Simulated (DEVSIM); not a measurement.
System: Ru/HfO2/p-Ge capacitor, at 250 K.

| layer (left to right) | material | thickness (nm) | Na (cm⁻³) |
|---|---|---|---|
| 1 | HfO2 | 11.0 | - |
| 2 | Ge | 700 | 7.3e17 |

Metal gate on the left, work function 4.7 eV. Fixed charge at the semiconductor interface -3.8e10 cm⁻² (in units of +e); no interface traps.

Constants are typed, rounded textbook-type inputs, not results; the design itself was drawn at random and stands for no fabricated device. Values at 300 K; Nc and Nv go as T^1.5, mobilities as T to minus their exponent, the gap by Varshni's rule with the affinity fixed.

```csv
parameter,HfO2,Ge
gap (eV),5.7,0.664
affinity (eV),2.5,4
permittivity,22,16
Nc (cm⁻³),-,1.04e19
Nv (cm⁻³),-,6e18
Varshni α (eV/K),-,0.000477
Varshni β (K),-,235
```

DEVSIM, 1D Poisson equation in equilibrium, Boltzmann statistics, complete ionisation; no quantum confinement or tunnelling. Metal contacts follow the ideal Schottky-Mott rule: no Fermi-level pinning, no interface dipoles.

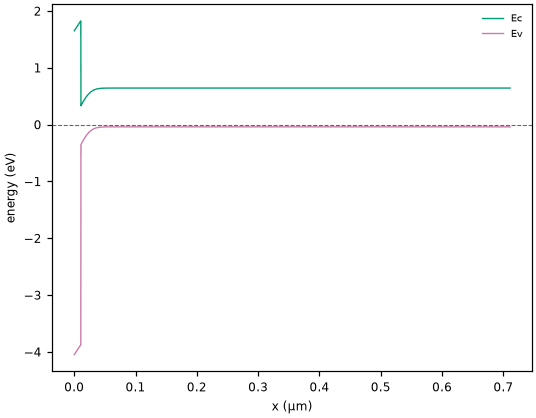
Band edges at 0.55 V on the gate

Energies count from the Fermi level of the right contact; mesh points crowd at the junctions.

```json
[
 {"x (μm)": "0.000", "Ec (eV)": "1.650", "Ev (eV)": "-4.050", "n (cm⁻³)": "< 1e2", "p (cm⁻³)": "< 1e2", "field (V/cm)": "160000"},
 {"x (μm)": "0.001042", "Ec (eV)": "1.667", "Ev (eV)": "-4.033", "n (cm⁻³)": "< 1e2", "p (cm⁻³)": "< 1e2", "field (V/cm)": "160000"},
 {"x (μm)": "0.002816", "Ec (eV)": "1.696", "Ev (eV)": "-4.004", "n (cm⁻³)": "< 1e2", "p (cm⁻³)": "< 1e2", "field (V/cm)": "160000"},
 {"x (μm)": "0.005500", "Ec (eV)": "1.740", "Ev (eV)": "-3.960", "n (cm⁻³)": "< 1e2", "p (cm⁻³)": "< 1e2", "field (V/cm)": "160000"},
 {"x (μm)": "0.009078", "Ec (eV)": "1.798", "Ev (eV)": "-3.902", "n (cm⁻³)": "< 1e2", "p (cm⁻³)": "< 1e2", "field (V/cm)": "160000"},
 {"x (μm)": "0.01048", "Ec (eV)": "1.821", "Ev (eV)": "-3.879", "n (cm⁻³)": "< 1e2", "p (cm⁻³)": "< 1e2", "field (V/cm)": "160000"},
 {"x (μm)": "0.01136", "Ec (eV)": "0.337", "Ev (eV)": "-0.346", "n (cm⁻³)": "1.3e12", "p (cm⁻³)": "4.9e11", "field (V/cm)": "220000"},
 {"x (μm)": "0.01351", "Ec (eV)": "0.382", "Ev (eV)": "-0.301", "n (cm⁻³)": "1.6e11", "p (cm⁻³)": "3.9e12", "field (V/cm)": "200000"},
 {"x (μm)": "0.01705", "Ec (eV)": "0.447", "Ev (eV)": "-0.236", "n (cm⁻³)": "7.6e9", "p (cm⁻³)": "8.1e13", "field (V/cm)": "170000"},
 {"x (μm)": "0.02402", "Ec (eV)": "0.545", "Ev (eV)": "-0.137", "n (cm⁻³)": "8.0e7", "p (cm⁻³)": "7.8e15", "field (V/cm)": "110000"},
 {"x (μm)": "0.03679", "Ec (eV)": "0.628", "Ev (eV)": "-0.054", "n (cm⁻³)": "1700000", "p (cm⁻³)": "3.6e17", "field (V/cm)": "26000"},
 {"x (μm)": "0.07695", "Ec (eV)": "0.643", "Ev (eV)": "-0.039", "n (cm⁻³)": "850000", "p (cm⁻³)": "7.3e17", "field (V/cm)": "13"},
 {"x (μm)": "0.1417", "Ec (eV)": "0.643", "Ev (eV)": "-0.039", "n (cm⁻³)": "850000", "p (cm⁻³)": "7.3e17", "field (V/cm)": "≈ 0"},
 {"x (μm)": "0.2691", "Ec (eV)": "0.643", "Ev (eV)": "-0.039", "n (cm⁻³)": "850000", "p (cm⁻³)": "7.3e17", "field (V/cm)": "≈ 0"},
 {"x (μm)": "0.5144", "Ec (eV)": "0.643", "Ev (eV)": "-0.039", "n (cm⁻³)": "850000", "p (cm⁻³)": "7.3e17", "field (V/cm)": "≈ 0"},
 {"x (μm)": "0.6116", "Ec (eV)": "0.643", "Ev (eV)": "-0.039", "n (cm⁻³)": "850000", "p (cm⁻³)": "7.3e17", "field (V/cm)": "≈ 0"},
 {"x (μm)": "0.6610", "Ec (eV)": "0.643", "Ev (eV)": "-0.039", "n (cm⁻³)": "850000", "p (cm⁻³)": "7.3e17", "field (V/cm)": "≈ 0"},
 {"x (μm)": "0.6852", "Ec (eV)": "0.643", "Ev (eV)": "-0.039", "n (cm⁻³)": "850000", "p (cm⁻³)": "7.3e17", "field (V/cm)": "≈ 0"},
 {"x (μm)": "0.7014", "Ec (eV)": "0.643", "Ev (eV)": "-0.039", "n (cm⁻³)": "850000", "p (cm⁻³)": "7.3e17", "field (V/cm)": "≈ 0"},
 {"x (μm)": "0.7067", "Ec (eV)": "0.643", "Ev (eV)": "-0.039", "n (cm⁻³)": "850000", "p (cm⁻³)": "7.3e17", "field (V/cm)": "≈ 0"},
 {"x (μm)": "0.7094", "Ec (eV)": "0.643", "Ev (eV)": "-0.039", "n (cm⁻³)": "850000", "p (cm⁻³)": "7.3e17", "field (V/cm)": "≈ 0"},
 {"x (μm)": "0.7110", "Ec (eV)": "0.643", "Ev (eV)": "-0.039", "n (cm⁻³)": "850000", "p (cm⁻³)": "7.3e17", "field (V/cm)": "≈ 0"}
]
```
